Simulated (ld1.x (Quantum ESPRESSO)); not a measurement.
**Pseudopotential generation for Si: TM, PBE**

Task: generate the file, and judge it by its errors in other configurations, its logarithmic derivatives, its ghosts and its cutoff.

The numbers are computed with ld1.x (Quantum ESPRESSO) 7.5 (PBE, scalar-relativistic, spin-unpolarised reference atom).

### 1 Starting point

Typed settings, in words:

- element: silicon (Si, Z = 14)
- type: norm-conserving Troullier–Martins (Kleinman–Bylander form)
- frozen core: [Ne]
- valence charge: 4
- reference configuration: 3s2 3p0 (charge +2)
- partial waves: 3s (bound): rc 1.20 bohr; 3d channel at 0.2 Ry: rc 1.55 bohr; 3p (bound, empty): rc 2.00 bohr
- local potential: the p channel
- core correction: Bessel-smoothed model core, default radius (core density twice the valence density)

An earlier all-electron run gives the scale for the radii.

All-electron outer shells of the reference configuration (PBE, scalar-relativistic, ld1.x):

```tsv
shell	level (eV)	outermost node (bohr)	outermost maximum (bohr)
3s	-28.54	0.71	1.69
3p	-20.50	0.71	1.91
3d	-10.70	–	2.46
4f	-3.93	–	5.97
```

### 2 The generation run

File Si.in:

```
 &input
   title='Si', zed=14., rel=1, dft='PBE', iswitch=3,
   config='[Ne] 3s2 3p0 3d-2',
   nld=3, rlderiv=2.20, eminld=-4.0, emaxld=5.0, deld=0.02
 /
 &inputp
   pseudotype=2, tm=.true., lloc=1,
   nlcc=.true., new_core_ps=.true.,
   file_pseudopw='Si.UPF', file_wfcaegen='ae.wfc', file_wfcncgen='nc.wfc', file_beta='beta', file_chi='chi'
 /
3
3S  1  0   2.00   0.00  1.20  1.20  0.0
3D  3  2  -2.00   0.20  1.55  1.55  0.0
3P  2  1   0.00   0.00  2.00  2.00  0.0
 &test
   configts(1)='3s2 3p0'
 /
```

The run is started by

```console
$ ld1.x < Si.in > Si.out
```

What the program wrote to Si.out (without the banner and most projector matrices):

```text
     Program LD1 v.7.5
     --------------------------- All-electron run ----------------------------

     Si
     scalar relativistic calculation

     atomic number is 14.00
     dft =PBE   lsd =0 sic =0 latt =0  beta=0.20 tr2=1.0E-14
     Exchange-correlation= PBE
                           (   1   4   3   4   0   0   0)
     mesh =1141 r(mesh) = 100.57892 a.u. xmin = -7.00 dx = 0.01250
     1 Ry =  13.60569312 eV, c = 137.03599908

     n l     nl                  e(Ry)          e(Ha)          e(eV)
     1 0     1S 1( 2.00)      -132.8739       -66.4370     -1807.8422
     2 0     2S 1( 2.00)       -11.8188        -5.9094      -160.8036
     2 1     2P 1( 6.00)        -8.5927        -4.2964      -116.9098
     3 0     3S 1( 2.00)        -2.0973        -1.0487       -28.5359
     3 1     3P 1( 0.00)        -1.5070        -0.7535       -20.5040

     final scf error:  3.2E-15 reached in  24 iterations

     Etot =    -577.930541 Ry,    -288.965271 Ha,   -7863.145587 eV

     Ekin =     579.445667 Ry,     289.722833 Ha,    7883.759920 eV
     Encl =   -1361.584152 Ry,    -680.792076 Ha,  -18525.296135 eV
     Eh   =     244.489563 Ry,     122.244782 Ha,    3326.449973 eV
     Exc  =     -40.281619 Ry,     -20.140809 Ha,    -548.059345 eV

     normalization and overlap integrals

     s(1S/1S) =  1.000000  <r> =   0.1113  <r2> =    0.0167  r(max) =   0.0723
     s(2S/2S) =  1.000000  <r> =   0.5672  <r2> =    0.3844  r(max) =   0.4543
     s(2P/2P) =  1.000000  <r> =   0.5362  <r2> =    0.3626  r(max) =   0.3861
     s(3S/3S) =  1.000000  <r> =   1.9514  <r2> =    4.3633  r(max) =   1.6878
     s(3P/3P) =  1.000000  <r> =   2.2340  <r2> =    5.7808  r(max) =   1.9126

     ------------------------ End of All-electron run ------------------------

     --------------------- Generating NC pseudopotential ---------------------

      Generating local pot.: lloc=1, matching radius rcloc =   2.0000

      Computing core charge for nlcc:

       r > 1.15 : true rho core
      Core charge pseudized with two Bessel functions
      Integrated core pseudo-charge :   3.96

      Wfc   3S  rcut= 1.204  Using Troullier-Martins method

      Wfc   3D  rcut= 1.546  Using Troullier-Martins method

     ------------------- End of pseudopotential generation -------------------

     [... the all-electron block is printed once more ...]


     Computing logarithmic derivative in   2.20828
     Computing logarithmic derivative in   2.20828
     Computing the partial wave expansion
     R is outside the sphere for l=    0 j= 0.00
       no projector for channel:   1
     R is outside the sphere for l=    2 j= 0.00

     ---------------------- Testing the pseudopotential ----------------------

     Si
     scalar relativistic calculation

     atomic number is 14.00   valence charge is  4.00
     dft =PBE   lsd =0 sic =0 latt =0  beta=0.20 tr2=1.0E-14
     mesh =1141 r(mesh) = 100.57892 xmin = -7.00 dx = 0.01250

     n l     nl             e AE (Ry)        e PS (Ry)    De AE-PS (Ry)
     1 0     3S   1( 2.00)       -2.09735       -2.09734       -0.00001
     2 1     3P   1( 0.00)       -1.50702       -1.50702        0.00000

     eps = 6.8E-15  iter =  3

     Etot =    -577.930541 Ry,    -288.965271 Ha,   -7863.145587 eV
     Etotps =   -12.335721 Ry,      -6.167860 Ha,    -167.836031 eV

     Ekin =       1.490354 Ry,       0.745177 Ha,      20.277296 eV
     Encl =      -8.041418 Ry,      -4.020709 Ha,    -109.409060 eV
     Ehrt =       1.839703 Ry,       0.919852 Ha,      25.030441 eV
     Ecxc =      -7.785162 Ry,      -3.892581 Ha,    -105.922522 eV
     (Ecc =      -6.517594 Ry,      -3.258797 Ha,     -88.676389 eV)
     Epseu=       0.160801 Ry,       0.080401 Ha,       2.187813 eV

     ---------------------- End of pseudopotential test ----------------------
```

It took 1 s on 1 thread of Neoverse-V1, shared host. This counts the later configuration tests of the new file too.

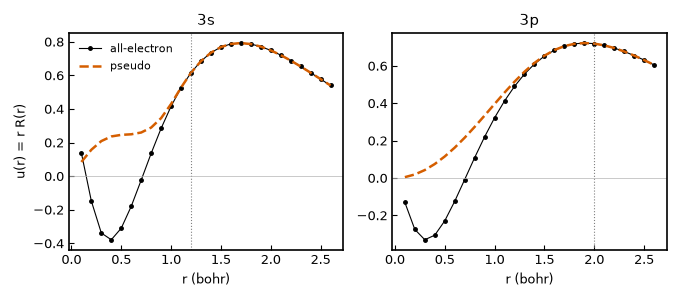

Bound waves of the atom and their pseudo partners (3s, 3p), with the matching radii dotted. The curves join 26 sampled radii.

### 3 Configuration tests

File Si.test.in:

```
 &input
   title='Si', zed=14., rel=1, dft='PBE', iswitch=2,
   config='[Ne] 3s2 3p0 3d-2'
 /
 &test
   file_pseudo='Si.UPF', nconf=8,
   configts(1)='3s2 3p0',
   configts(2)='3s2 3p2',
   configts(3)='3s2 3p1',
   configts(4)='3s1 3p0',
   configts(5)='3s2 3p2.3',
   configts(6)='3s1 3p3',
   configts(7)='3s2 3p1.5',
   configts(8)='3s1 3p2'
 /
```

The run is started by

```console
$ ld1.x < Si.test.in > Si.test.out
```

Si.test.out, the pseudopotential blocks:

```text
     ---------------------- Testing the pseudopotential ----------------------

     Si
     scalar relativistic calculation

     atomic number is 14.00   valence charge is  4.00
     dft =PBE   lsd =0 sic =0 latt =0  beta=0.20 tr2=1.0E-14
     mesh =1141 r(mesh) = 100.57892 xmin = -7.00 dx = 0.01250

     n l     nl             e AE (Ry)        e PS (Ry)    De AE-PS (Ry)
     1 0     3S   1( 2.00)       -2.09735       -2.09734       -0.00001
     2 1     3P   1( 0.00)       -1.50702       -1.50702        0.00000

     eps = 1.4E-17  iter =  4

     Etot =    -577.930541 Ry,    -288.965270 Ha,   -7863.145587 eV
     Etotps =   -12.335721 Ry,      -6.167861 Ha,    -167.836036 eV

     Ekin =       1.490353 Ry,       0.745177 Ha,      20.277291 eV
     Encl =      -8.041418 Ry,      -4.020709 Ha,    -109.409059 eV
     Ehrt =       1.839703 Ry,       0.919852 Ha,      25.030441 eV
     Ecxc =      -7.785162 Ry,      -3.892581 Ha,    -105.922521 eV
     (Ecc =      -6.517594 Ry,      -3.258797 Ha,     -88.676389 eV)
     Epseu=       0.160801 Ry,       0.080401 Ha,       2.187813 eV

     ---------------------- End of pseudopotential test ----------------------

     ---------------------- Testing the pseudopotential ----------------------

     Si
     [...]
     n l     nl             e AE (Ry)        e PS (Ry)    De AE-PS (Ry)
     1 0     3S   1( 2.00)       -0.79473       -0.79590        0.00118
     2 1     3P   1( 2.00)       -0.29996       -0.30060        0.00063

     eps = 5.3E-15  iter = 13

     Etot =    -579.674871 Ry,    -289.837436 Ha,   -7886.878407 eV
     Etotps =   -14.081597 Ry,      -7.040798 Ha,    -191.589883 eV
     dEtot_ae =      -1.744330 Ry
     dEtot_ps =      -1.745876 Ry,   Delta E=       0.001545 Ry

     [...]
     ---------------------- End of pseudopotential test ----------------------

     ---------------------- Testing the pseudopotential ----------------------

     Si
     [...]
     n l     nl             e AE (Ry)        e PS (Ry)    De AE-PS (Ry)
     1 0     3S   1( 2.00)       -1.39899       -1.40019        0.00120
     2 1     3P   1( 1.00)       -0.85670       -0.85764        0.00094

     eps = 2.1E-16  iter =  9

     Etot =    -579.105988 Ry,    -289.552994 Ha,   -7879.138356 eV
     Etotps =   -13.511828 Ry,      -6.755914 Ha,    -183.837785 eV
     dEtot_ae =      -1.175447 Ry
     dEtot_ps =      -1.176107 Ry,   Delta E=       0.000660 Ry

     [...]
     ---------------------- End of pseudopotential test ----------------------

     ---------------------- Testing the pseudopotential ----------------------

     Si
     [...]
     n l     nl             e AE (Ry)        e PS (Ry)    De AE-PS (Ry)
     1 0     3S   1( 1.00)       -2.90231       -2.90214       -0.00018
     2 1     3P   1( 0.00)       -2.26278       -2.26069       -0.00208

     eps = 5.9E-17  iter =  7

     Etot =    -575.433693 Ry,    -287.716847 Ha,   -7829.174246 eV
     Etotps =    -9.839099 Ry,      -4.919550 Ha,    -133.867763 eV
     dEtot_ae =       2.496848 Ry
     dEtot_ps =       2.496622 Ry,   Delta E=       0.000225 Ry

     [...]
     ---------------------- End of pseudopotential test ----------------------

     ---------------------- Testing the pseudopotential ----------------------

     Si
     [...]
     n l     nl             e AE (Ry)        e PS (Ry)    De AE-PS (Ry)
     1 0     3S   1( 2.00)       -0.63967       -0.64068        0.00102
     2 1     3P   1( 2.30)       -0.15822       -0.15864        0.00042

     eps = 7.6E-15  iter = 13

     Etot =    -579.743236 Ry,    -289.871618 Ha,   -7887.808558 eV
     Etotps =   -14.150124 Ry,      -7.075062 Ha,    -192.522240 eV
     dEtot_ae =      -1.812695 Ry
     dEtot_ps =      -1.814402 Ry,   Delta E=       0.001708 Ry

     [...]
     ---------------------- End of pseudopotential test ----------------------

     ---------------------- Testing the pseudopotential ----------------------

     Si
     [...]
     n l     nl             e AE (Ry)        e PS (Ry)    De AE-PS (Ry)
     1 0     3S   1( 1.00)       -0.84977       -0.85146        0.00169
     2 1     3P   1( 3.00)       -0.34314       -0.34362        0.00048

     eps = 7.3E-15  iter = 11

     Etot =    -579.174028 Ry,    -289.587014 Ha,   -7880.064086 eV
     Etotps =   -13.579881 Ry,      -6.789941 Ha,    -184.763696 eV
     dEtot_ae =      -1.243487 Ry
     dEtot_ps =      -1.244160 Ry,   Delta E=       0.000673 Ry

     [...]
     ---------------------- End of pseudopotential test ----------------------

     ---------------------- Testing the pseudopotential ----------------------

     Si
     [...]
     n l     nl             e AE (Ry)        e PS (Ry)    De AE-PS (Ry)
     1 0     3S   1( 2.00)       -1.08246       -1.08376        0.00131
     2 1     3P   1( 1.50)       -0.56422       -0.56511        0.00089

     eps = 7.8E-15  iter = 10

     Etot =    -579.460145 Ry,    -289.730073 Ha,   -7883.956911 eV
     Etotps =   -13.866472 Ry,      -6.933236 Ha,    -188.662959 eV
     dEtot_ae =      -1.529604 Ry
     dEtot_ps =      -1.530751 Ry,   Delta E=       0.001146 Ry

     [...]
     ---------------------- End of pseudopotential test ----------------------

     ---------------------- Testing the pseudopotential ----------------------

     Si
     [...]
     n l     nl             e AE (Ry)        e PS (Ry)    De AE-PS (Ry)
     1 0     3S   1( 1.00)       -1.45287       -1.45476        0.00189
     2 1     3P   1( 2.00)       -0.90305       -0.90381        0.00076

     eps = 9.1E-15  iter = 12

     Etot =    -578.559853 Ry,    -289.279926 Ha,   -7871.707807 eV
     Etotps =   -12.965008 Ry,      -6.482504 Ha,    -176.397914 eV
     dEtot_ae =      -0.629312 Ry
     dEtot_ps =      -0.629286 Ry,   Delta E=      -0.000025 Ry

     [...]
     ---------------------- End of pseudopotential test ----------------------
```

The tests as a table, with energies relative to 3s2 3p0.

| valence configuration | charge | ΔE all-electron (eV) | error AE − PS (meV) |
| --- | --- | --- | --- |
| 3s2 3p2 | 0 | -23.733 | +21 |
| 3s2 3p1 | +1 | -15.993 | +9.0 |
| 3s1 3p0 | +3 | 33.971 | +3.1 |
| 3s2 3p2.3 | -0.3 | -24.663 | +23 |
| 3s1 3p3 | 0 | -16.919 | +9.2 |
| 3s2 3p1.5 | +0.5 | -20.811 | +16 |
| 3s1 3p2 | +1 | -8.562 | -0.3 |

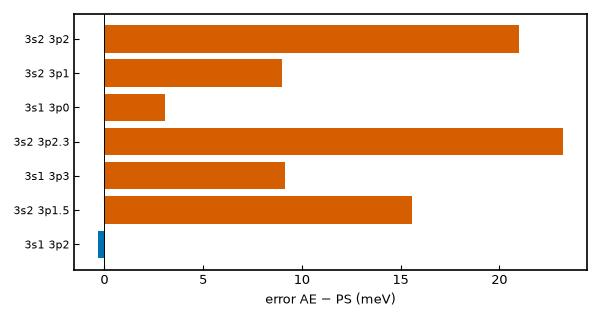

Error of the potential in each test configuration.

### 4 Logarithmic derivatives

Taken from the files of the generation run. The phase is arctan(r·u′/u) with u = r·R, unwrapped, with energies in Ry. A pole is an energy at which the radial function vanishes at the test radius. The pseudo phase is shifted by a multiple of π to meet the all-electron one at the reference energy. Levels narrower than the energy grid can be missing from the poles. The last column is the largest difference on the grid between −1 and +1 Ry.

| channel | radius (bohr) | reference (Ry) | poles AE | poles PS | window around the reference with phases within 0.05 rad (Ry) | largest difference near zero (rad) |
| --- | --- | --- | --- | --- | --- | --- |
| s | 2.21 | -2.10 | -0.35 | -0.39 | below 1.6 | 0.019 |
| p | 2.21 | -1.51 | 0.59 | 0.54 | below 2.9 | 0.008 |
| d | 2.21 | 0.20 | 1.43 | 1.46 | below 3.5 | 0.007 |

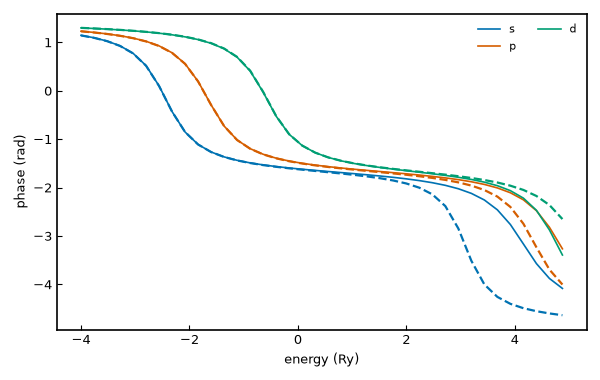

Phases by channel: all-electron solid, pseudo dashed.

### 5 Plane-wave convergence, by spherical Bessel functions

A separate test, outside the generator: the pseudo-atom's Hamiltonian at the reference potential is diagonalised in spherical Bessel functions j_l(qr) that vanish at 20 bohr, with q² up to the cutoff.

All-electron valence levels (Ry): 3s -2.0974, 3p -1.5070. The lowest levels of each channel (Ry) by cutoff; the last column sums, over occupied levels, occupation times the distance from the level at 400 Ry. A positive value at high cutoff is not a bound level.

```csv
cutoff (Ry),s #1,d #1,p #1,f #1,Σ f·Δε (mRy)
8,-1.8626,-0.7330,-1.5051,-0.2879,469.5
15,-1.8864,-0.7557,-1.5064,-0.2880,422.0
21,-1.9272,-0.7680,-1.5070,-0.2880,340.3
35,-2.0500,-0.7812,-1.5070,-0.2880,94.6
45,-2.0854,-0.7843,-1.5070,-0.2880,23.9
50,-2.0924,-0.7850,-1.5070,-0.2880,9.8
60,-2.0944,-0.7852,-1.5070,-0.2880,5.9
80,-2.0951,-0.7853,-1.5070,-0.2880,4.6
110,-2.0966,-0.7853,-1.5070,-0.2880,1.5
140,-2.0968,-0.7853,-1.5070,-0.2880,1.1
160,-2.0970,-0.7853,-1.5070,-0.2880,0.7
200,-2.0971,-0.7853,-1.5070,-0.2880,0.5
400,-2.0974,-0.7853,-1.5070,-0.2880,0.0
```

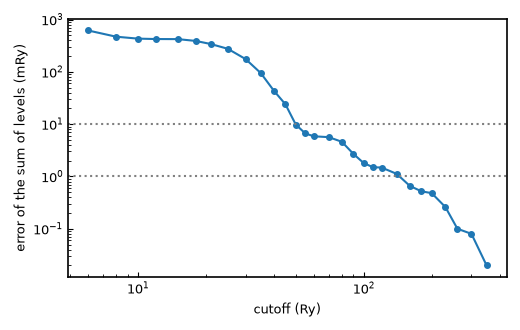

Occupation-weighted error of the valence levels against the cutoff; the dotted lines mark 10 and 1 mRy.

The sum stays within 10 mRy from 50 Ry and within 1 mRy from 160 Ry. The sum leaves out empty levels, which can need more. Ghost test: no level below the all-electron spectrum of its channel (s, d, p, f tested).

### 6 Summary of results

| quantity | value |
| --- | --- |
| cutoffs for 10 and 1 mRy, occupied levels | 50 Ry and 160 Ry |
| bound ghosts | none found |
| largest test error (AE − PS) | +23 meV, for 3s2 3p2.3 |
| largest phase difference near zero energy, channels read | 0.019 rad |

**Reading.** The worst unpolarised test, 3s2 3p2.3, is off by 23 meV on 24.7 eV; by total energies transferability rates as good. The potential is of middling hardness: the looser tolerance needs 50 Ry. The tighter tolerance needs 160 Ry, and converged work needs a cutoff nearer that. The Bessel-basis test finds no level below the valence levels. Near zero energy the phases of the channels with partial waves agree within 0.019 rad.
